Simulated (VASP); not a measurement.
Band structure of Yb (fcc). These are revPBE GGA, VASP's PBE PAW potentials (set 64) (plane waves; VASP) values and carry that method's errors.

The 4f electrons are frozen in the core of the lanthanide potential, so 4f levels, which can set the real gap, and their magnetism are missing.

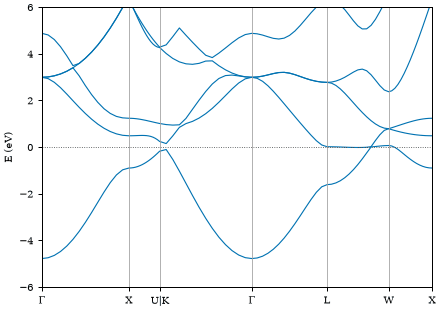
Bands along high-symmetry lines, zero at the valence-band maximum or, without a gap, the Fermi level

Question: Read the plot: is there a gap, and where are the band edges?

Answer: It has no gap at this level: it comes out as a metal or semimetal. (Edges off the drawn lines would not show.)

The compound is Yb in the fcc structure. It was relaxed first.
